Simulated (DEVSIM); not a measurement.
Structure: Ru/HfO2/n-Si capacitor, at 300 K.

```
layer (left to right)  material  thickness (nm)  Nd (cm⁻³)
---------------------  --------  --------------  ---------
1                          HfO2            3.40          -
2                            Si           13000       2e15
```

Metal gate on the left, work function 4.7 eV. Fixed charge at the semiconductor interface 4e10 cm⁻² (in units of +e); no interface traps.

This is a model device: material constants are rounded textbook-type values typed into the input, and sizes, dopings and lifetimes were drawn at random. Values at 300 K.

| parameter | HfO2 | Si |
|---|---|---|
| gap (eV) | 5.7 | 1.124 |
| affinity (eV) | 2.5 | 4.05 |
| permittivity | 22 | 11.7 |
| Nc (cm⁻³) | - | 2.86e19 |
| Nv (cm⁻³) | - | 3.1e19 |

Simulated with DEVSIM: 1D Poisson equation in equilibrium, Boltzmann statistics, complete ionisation; no quantum confinement or tunnelling. Metal contacts follow the ideal Schottky-Mott rule: no Fermi-level pinning, no interface dipoles.

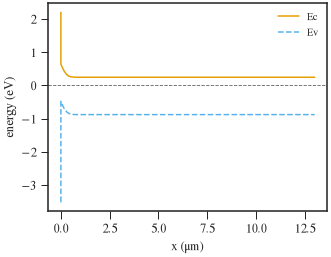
Figure: Band edges at 0.0 V on the gate

Energies count from the Fermi level of the right contact; mesh points crowd at the junctions.

| x (μm) | Ec (eV) | Ev (eV) | n (cm⁻³) | p (cm⁻³) | field (V/cm) |
|---|---|---|---|---|---|
| 0.000 | 2.200 | -3.500 | < 1e2 | < 1e2 | -11000 |
| 0.001132 | 2.199 | -3.501 | < 1e2 | < 1e2 | -11000 |
| 0.002493 | 2.197 | -3.503 | < 1e2 | < 1e2 | -11000 |
| 0.003569 | 0.646 | -0.478 | 4.0e8 | 2.9e11 | -15000 |
| 0.006446 | 0.642 | -0.482 | 4.8e8 | 2.4e11 | -15000 |
| 0.01206 | 0.633 | -0.491 | 6.6e8 | 1.8e11 | -15000 |
| 0.02515 | 0.614 | -0.510 | 1.4e9 | 8.3e10 | -15000 |
| 0.07476 | 0.546 | -0.578 | 2.0e10 | 6.0e9 | -13000 |
| 0.1715 | 0.435 | -0.689 | 1.4e12 | 8.1e7 | -10000 |
| 0.4108 | 0.282 | -0.842 | 5.3e14 | 220000 | -3100 |
| 0.9555 | 0.247 | -0.877 | 2.0e15 | 58000 | -12 |
| 3.020 | 0.247 | -0.877 | 2.0e15 | 58000 | ≈ 0 |
| 6.929 | 0.247 | -0.877 | 2.0e15 | 58000 | ≈ 0 |
| 10.40 | 0.247 | -0.877 | 2.0e15 | 58000 | ≈ 0 |
| 12.18 | 0.247 | -0.877 | 2.0e15 | 58000 | ≈ 0 |
| 12.65 | 0.247 | -0.877 | 2.0e15 | 58000 | ≈ 0 |
| 12.86 | 0.247 | -0.877 | 2.0e15 | 58000 | ≈ 0 |
| 12.94 | 0.247 | -0.877 | 2.0e15 | 58000 | ≈ 0 |
| 12.98 | 0.247 | -0.877 | 2.0e15 | 58000 | ≈ 0 |
| 13.00 | 0.247 | -0.877 | 2.0e15 | 58000 | ≈ 0 |
| 13.00 | 0.247 | -0.877 | 2.0e15 | 58000 | ≈ 0 |
| 13.00 | 0.247 | -0.877 | 2.0e15 | 58000 | ≈ 0 |
